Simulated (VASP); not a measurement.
Band structure of BN (zinc blende). Method: PBE GGA, VASP's PBE PAW potentials (set 64) (plane waves; VASP).

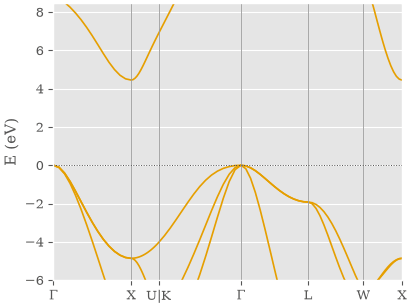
*Bands along high-symmetry lines, zero at the valence-band maximum or, without a gap, the Fermi level*

Question: Read the plot: is there a gap, and where are the band edges?

Answer: The gap is indirect, 4.45 eV, from the valence maximum at Γ to the conduction minimum at X. (Edges off the drawn lines would not show.)

Measured: gap 6.20 eV at 300 K (computed value off by -1.75 eV), as given by arXiv:1206.3780.

The compound is BN in the zinc blende structure. It was relaxed first.
